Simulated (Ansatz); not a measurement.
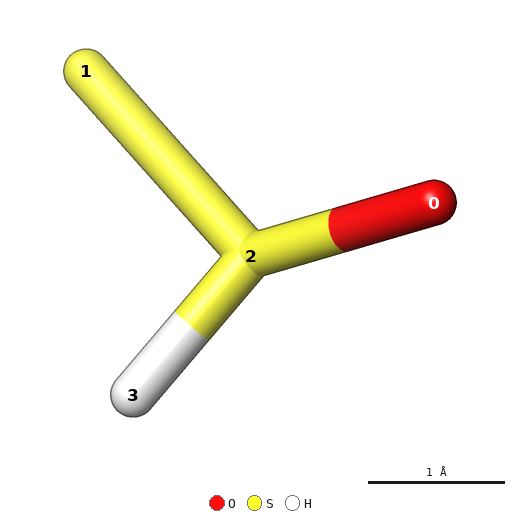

Starting geometry of the run. Atoms are numbered from 0, in the order of the input.

Input file:

```yaml
crystal:
  periodic: [false, false, false]
  atoms:
    - {symbol: O, position_ang: [2.666985, 0.761198, 0.424448]}
    - {symbol: S, position_ang: [-0.710815, 0.783713, 0.314836]}
    - {symbol: S, position_ang: [1.207124, 0.273904, -0.320837]}
    - {symbol: H, position_ang: [0.804237, -0.744256, -1.104374]}
basis:
  gaussian: {orbitals: def2-SVP}
magnetization: {spin_polarized: true, initial_magnetization: 1}
hamiltonian: {xc: pbe, dispersion: d4}
relax: {f_tol: 0.03, max_steps: 250}
```

It was started with:

```sh
ansatz run in.yaml --threads 2 --pin off --events-out ev --progress --plain --max-ram 4352MiB
```

Result (its end):

```
mean field -23711.95906378 eV, -871.3984230507 hartree, gradient 1.9e-5 eV, S^2 0.752261; 3 other end points of the search recorded, 0 dependent functions left out
the calculation of the forces begins
reference -23711.95908029 eV, -871.3984236575 hartree; 21, 20 occupied and 34, 35 virtual orbitals, 611 factors
Total energy: -23712.04512905 eV, -871.4015858911 hartree
Atom 0 at     2.441790     0.547513     0.345195 Å, force     0.017499     0.003864     0.007622 eV/Å
Atom 1 at    -0.641986     0.792882     0.371517 Å, force    -0.006382     0.002409     0.000561 eV/Å
Atom 2 at     1.151129     0.516016    -0.438373 Å, force    -0.011824    -0.027086    -0.013085 eV/Å
Atom 3 at     1.016598    -0.781852    -0.964266 Å, force     0.000706     0.020812     0.004901 eV/Å
Dipole moment:    -0.139785    -0.264176    -0.393980 e Å
```
